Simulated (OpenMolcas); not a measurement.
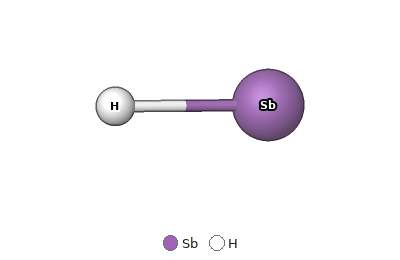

*The molecule at the reference distance of 1.725 Å.*

## Run report: SbH, relativistic diatomic calculation (part 1 of 2)

System: SbH.
Method: SA-CASSCF(4,4)/XMS-CASPT2 + RASSI spin-orbit (X2C scalar, AMFI), ANO-RCC-VTZP (OpenMolcas).

## Output (extracts)
```
++    Wave function specifications:
      Number of closed shell electrons          48
      Number of electrons in active shells       4
      Number of inactive orbitals               24
      Number of active orbitals                  4
      Number of secondary orbitals              54
      Spin quantum number                      1.0
      State symmetry                             1
++    Orbital specifications:
      Symmetry species                           1   2
                                                 a   b
      Frozen orbitals                            0   0
      Inactive orbitals                         14  10
      Active orbitals                            2   2
      RAS2 orbitals                              2   2
      Secondary orbitals                        28  26
      Number of basis functions                 44  38
      printout of CI-coefficients larger than  0.15 for root  1
      energy=   -6478.503749
      conf/sym  11 22     Coeff  Weight
             3  02 uu   0.98956 0.97923
      Natural orbitals and occupation numbers for root  1
      sym 1:   0.037877   1.962123
      sym 2:   1.000000   1.000000
      RASSCF energy for state  1                  -6478.50374926
::    RASSCF root number  1 Total energy:  -6478.50374926
      Von Neumann Entropy (Root   1) =  1.13544
++    Wave function specifications:
      Number of closed shell electrons          12
      Number of electrons in active shells       4
      Number of inactive orbitals                6
      Number of active orbitals                  4
      Number of secondary orbitals              54
      Spin quantum number                      1.0
      State symmetry                             1
      Number of CSFs                             7
      Number of CASSCF root(s) available         1
      CASPT2 state passed to geometry opt.       1
      A file JOBMIX will be created
      This is a CASSCF or RASSCF reference function
  FINAL CASPT2 RESULT:
      Reference energy:       -6478.5037492571
      E2 (Non-variational):      -0.5156278027
      Shift correction:          -0.0013500430
      E2 (Variational):          -0.5169778457
      Total energy:           -6479.0207271028
      Reference weight:           0.90643
++    Wave function specifications:
      Number of closed shell electrons          48
      Number of electrons in active shells       4
      Number of inactive orbitals               24
      Number of active orbitals                  4
      Number of secondary orbitals              54
      Spin quantum number                      0.0
      State symmetry                             1
      printout of CI-coefficients larger than  0.15 for root  1
      energy=   -6478.463207
      conf/sym  11 22     Coeff  Weight
             9  02 ud  -0.98301 0.96631
      printout of CI-coefficients larger than  0.15 for root  2
      energy=   -6478.463207
      conf/sym  11 22     Coeff  Weight
             8  02 20   0.69509 0.48316
            10  02 02  -0.69509 0.48316
      printout of CI-coefficients larger than  0.15 for root  3
      energy=   -6478.426158
      conf/sym  11 22     Coeff  Weight
             8  02 20   0.70061 0.49086
            10  02 02   0.70061 0.49086
      Natural orbitals and occupation numbers for root  1
      sym 1:   0.034904   1.965096
      sym 2:   1.000000   1.000000
      Natural orbitals and occupation numbers for root  2
      sym 1:   0.034904   1.965096
      sym 2:   1.000000   1.000000
      Natural orbitals and occupation numbers for root  3
      sym 1:   0.035260   1.964365
      sym 2:   1.000188   1.000188
      RASSCF energy for state  3                  -6478.42615808
::    RASSCF root number  1 Total energy:  -6478.46320705
::    RASSCF root number  2 Total energy:  -6478.46320705
::    RASSCF root number  3 Total energy:  -6478.42615808
      Von Neumann Entropy (Root   1) =  1.12688
++    Wave function specifications:
      Number of closed shell electrons          12
      Number of electrons in active shells       4
      Number of inactive orbitals                6
      Number of active orbitals                  4
      Number of secondary orbitals              54
      Spin quantum number                      0.0
      State symmetry                             1
      Number of CSFs                            12
      Number of CASSCF root(s) available         3
      CASPT2 state passed to geometry opt.       3
      A file JOBMIX will be created
      This is a MULTI-STATE CASSCF reference
      Number of CI roots used                    3
      These are:                                 1   2   3
      Off-diagonal elements of Heff are computed
  FINAL CASPT2 RESULT:
      Reference energy:       -6478.4632070507
      E2 (Non-variational):      -0.5246256099
      Shift correction:          -0.0016905958
      E2 (Variational):          -0.5263162057
      Total energy:           -6478.9895232564
      Reference weight:           0.89962
  FINAL CASPT2 RESULT:
      Reference energy:       -6478.4632070507
      E2 (Non-variational):      -0.5246260015
      Shift correction:          -0.0016906021
      E2 (Variational):          -0.5263166037
      Total energy:           -6478.9895236544
      Reference weight:           0.89962
  FINAL CASPT2 RESULT:
      Reference energy:       -6478.4261580839
      E2 (Non-variational):      -0.5297664083
      Shift correction:          -0.0018251884
      E2 (Variational):          -0.5315915967
      Total energy:           -6478.9577496806
      Reference weight:           0.89680
       Total XMS-CASPT2 energies:
::    XMS-CASPT2 Root  1     Total energy:  -6478.98952365
::    XMS-CASPT2 Root  2     Total energy:  -6478.98952326
::    XMS-CASPT2 Root  3     Total energy:  -6478.95774968
++    Wave function specifications:
      Number of closed shell electrons          48
      Number of electrons in active shells       4
      Number of inactive orbitals               24
      Number of active orbitals                  4
      Number of secondary orbitals              54
      Spin quantum number                      1.0
      State symmetry                             2
      printout of CI-coefficients larger than  0.15 for root  1
      energy=   -6478.343317
      conf/sym  11 22     Coeff  Weight
             8  0u u2   0.99677 0.99355
      printout of CI-coefficients larger than  0.15 for root  2
      energy=   -6478.343317
      conf/sym  11 22     Coeff  Weight
             7  0u 2u  -0.99677 0.99355
      printout of CI-coefficients larger than  0.15 for root  3
      energy=   -6478.300057
      conf/sym  11 22     Coeff  Weight
             3  u2 u0  -0.99323 0.98652
      printout of CI-coefficients larger than  0.15 for root  4
      energy=   -6478.300057
      conf/sym  11 22     Coeff  Weight
             4  u2 0u  -0.99323 0.98652
      Natural orbitals and occupation numbers for root  1
      sym 1:   0.003784   1.000405
      sym 2:   1.000000   1.995811
      Natural orbitals and occupation numbers for root  2
      sym 1:   0.003784   1.000405
      sym 2:   1.995811   1.000000
      Natural orbitals and occupation numbers for root  3
      sym 1:   0.998619   1.982185
      sym 2:   1.000000   0.019196
      Natural orbitals and occupation numbers for root  4
      sym 1:   0.998619   1.982185
      sym 2:   0.019196   1.000000
      RASSCF energy for state  4                  -6478.30005652
::    RASSCF root number  1 Total energy:  -6478.34331730
::    RASSCF root number  2 Total energy:  -6478.34331730
::    RASSCF root number  3 Total energy:  -6478.30005652
::    RASSCF root number  4 Total energy:  -6478.30005652
      Von Neumann Entropy (Root   1) =  1.02004
++    Wave function specifications:
      Number of closed shell electrons          12
      Number of electrons in active shells       4
      Number of inactive orbitals                6
      Number of active orbitals                  4
      Number of secondary orbitals              54
      Spin quantum number                      1.0
      State symmetry                             2
      Number of CSFs                             8
      Number of CASSCF root(s) available         4
      CASPT2 state passed to geometry opt.       4
      A file JOBMIX will be created
      This is a MULTI-STATE CASSCF reference
      Number of CI roots used                    4
      These are:                                 1   2   3   4
      Off-diagonal elements of Heff are computed
  FINAL CASPT2 RESULT:
      Reference energy:       -6478.3433173036
      E2 (Non-variational):      -0.5432074117
      Shift correction:          -0.0031044205
      E2 (Variational):          -0.5463118322
      Total energy:           -6478.8896291357
      Reference weight:           0.88225
  FINAL CASPT2 RESULT:
      Reference energy:       -6478.3433173035
      E2 (Non-variational):      -0.5432074072
      Shift correction:          -0.0031044199
      E2 (Variational):          -0.5463118271
      Total energy:           -6478.8896291307
      Reference weight:           0.88225
  FINAL CASPT2 RESULT:
      Reference energy:       -6478.3000565235
      E2 (Non-variational):      -0.5377798128
      Shift correction:          -0.0026663793
      E2 (Variational):          -0.5404461922
      Total energy:           -6478.8405027157
      Reference weight:           0.88865
  FINAL CASPT2 RESULT:
      Reference energy:       -6478.3000565234
      E2 (Non-variational):      -0.5377798200
      Shift correction:          -0.0026663798
      E2 (Variational):          -0.5404461998
      Total energy:           -6478.8405027232
      Reference weight:           0.88865
       Total XMS-CASPT2 energies:
::    XMS-CASPT2 Root  1     Total energy:  -6478.89106854
::    XMS-CASPT2 Root  2     Total energy:  -6478.89106854
::    XMS-CASPT2 Root  3     Total energy:  -6478.83906332
::    XMS-CASPT2 Root  4     Total energy:  -6478.83906331
++    Wave function specifications:
      Number of closed shell electrons          48
      Number of electrons in active shells       4
      Number of inactive orbitals               24
      Number of active orbitals                  4
      Number of secondary orbitals              54
      Spin quantum number                      2.0
      State symmetry                             1
      printout of CI-coefficients larger than  0.15 for root  1
      energy=   -6478.304799
      conf/sym  11 22     Coeff  Weight
             1  uu uu   1.00000 1.00000
      Natural orbitals and occupation numbers for root  1
      sym 1:   1.000000   1.000000
      sym 2:   1.000000   1.000000
      RASSCF energy for state  1                  -6478.30479931
::    RASSCF root number  1 Total energy:  -6478.30479931
      Von Neumann Entropy (Root   1) =  2.00000
++    Wave function specifications:
      Number of closed shell electrons          12
      Number of electrons in active shells       4
      Number of inactive orbitals                6
      Number of active orbitals                  4
      Number of secondary orbitals              54
      Spin quantum number                      2.0
      State symmetry                             1
      Number of CSFs                             1
      Number of CASSCF root(s) available         1
      CASPT2 state passed to geometry opt.       1
      A file JOBMIX will be created
      This is a high spin open shell RHF reference function
  FINAL CASPT2 RESULT:
      Reference energy:       -6478.3047993068
      E2 (Non-variational):      -0.5092535045
      Shift correction:          -0.0014101208
      E2 (Variational):          -0.5106636253
      Total energy:           -6478.8154629321
      Reference weight:           0.90765
++    Wave function specifications:
      Number of closed shell electrons          48
      Number of electrons in active shells       4
      Number of inactive orbitals               24
      Number of active orbitals                  4
      Number of secondary orbitals              54
      Spin quantum number                      0.0
      State symmetry                             2
      printout of CI-coefficients larger than  0.15 for root  1
      energy=   -6478.309875
      conf/sym  11 22     Coeff  Weight
             3  u2 d0   0.20141 0.04057
             6  u0 d2   0.16037 0.02572
             8  0u d2   0.96417 0.92963
      printout of CI-coefficients larger than  0.15 for root  2
      energy=   -6478.309875
      conf/sym  11 22     Coeff  Weight
             4  u2 0d   0.20141 0.04057
             5  u0 2d  -0.16037 0.02572
             7  0u 2d  -0.96417 0.92963
      printout of CI-coefficients larger than  0.15 for root  3
      energy=   -6478.270725
      conf/sym  11 22     Coeff  Weight
             3  u2 d0  -0.96625 0.93363
             8  0u d2   0.21275 0.04526
      printout of CI-coefficients larger than  0.15 for root  4
      energy=   -6478.270725
      conf/sym  11 22     Coeff  Weight
             4  u2 0d  -0.96625 0.93363
             7  0u 2d  -0.21275 0.04526
      Natural orbitals and occupation numbers for root  1
      sym 1:   0.053396   1.035780
      sym 2:   1.000000   1.910824
      Natural orbitals and occupation numbers for root  2
      sym 1:   0.053396   1.035780
      sym 2:   1.910824   1.000000
      Natural orbitals and occupation numbers for root  3
      sym 1:   0.955195   1.954146
      sym 2:   1.000000   0.090658
      Natural orbitals and occupation numbers for root  4
      sym 1:   0.955195   1.954146
      sym 2:   0.090658   1.000000
      RASSCF energy for state  4                  -6478.27072521
::    RASSCF root number  1 Total energy:  -6478.30987481
::    RASSCF root number  2 Total energy:  -6478.30987481
::    RASSCF root number  3 Total energy:  -6478.27072521
::    RASSCF root number  4 Total energy:  -6478.27072521
      Von Neumann Entropy (Root   1) =  1.19405
++    Wave function specifications:
      Number of closed shell electrons          12
      Number of electrons in active shells       4
      Number of inactive orbitals                6
      Number of active orbitals                  4
      Number of secondary orbitals              54
      Spin quantum number                      0.0
      State symmetry                             2
      Number of CSFs                             8
      Number of CASSCF root(s) available         4
      CASPT2 state passed to geometry opt.       4
      A file JOBMIX will be created
      This is a MULTI-STATE CASSCF reference
      Number of CI roots used                    4
      These are:                                 1   2   3   4
      Off-diagonal elements of Heff are computed
  FINAL CASPT2 RESULT:
      Reference energy:       -6478.3098748140
      E2 (Non-variational):      -0.5496491831
      Shift correction:          -0.0027962324
      E2 (Variational):          -0.5524454155
      Total energy:           -6478.8623202295
      Reference weight:           0.88213
  FINAL CASPT2 RESULT:
      Reference energy:       -6478.3098748137
      E2 (Non-variational):      -0.5496491764
      Shift correction:          -0.0027962315
      E2 (Variational):          -0.5524454079
      Total energy:           -6478.8623202216
      Reference weight:           0.88213
  FINAL CASPT2 RESULT:
      Reference energy:       -6478.2707252121
      E2 (Non-variational):      -0.5524169534
      Shift correction:          -0.0034907842
      E2 (Variational):          -0.5559077377
      Total energy:           -6478.8266329498
      Reference weight:           0.87794
  FINAL CASPT2 RESULT:
      Reference energy:       -6478.2707252116
      E2 (Non-variational):      -0.5524169559
      Shift correction:          -0.0034907846
      E2 (Variational):          -0.5559077406
      Total energy:           -6478.8266329522
      Reference weight:         SPIN-FREE ENERGIES:
  (Shifted by EMIN (a.u.) =      -6479.0207271028)
 SF State       Relative EMIN(au)   Rel lowest level(eV)    D:o, cm**(-1)      Abs_M
     1             0.0000000000        0.0000000000              0.0000         0.0
     2             0.0312034484        0.8490890875           6848.3653         2.0
     3             0.0312038464        0.8490999169           6848.4527         2.0
     4             0.0629774222        1.7137029606          13821.9465         0.0
     5             0.1296585630        3.5281892375          28456.7653         1.0
     6             0.1296585673        3.5281893537          28456.7663         1.0
    10             0.1562629065        4.2521303043          34295.7438         1.0
    11             0.1562629117        4.2521304450          34295.7449         1.0
     7             0.1816637842        4.9433233998          39870.5921         1.0
     8             0.1816637915        4.9433235982          39870.5937         1.0
    12             0.1962381199        5.3399112778          43069.2890         1.0
    13             0.1962381199        5.3399112778          43069.2890         1.0
     9             0.2052641707        5.5855226313          45050.2782         0.0
```

(Continued in part 2.) Outcome of the run: converged.
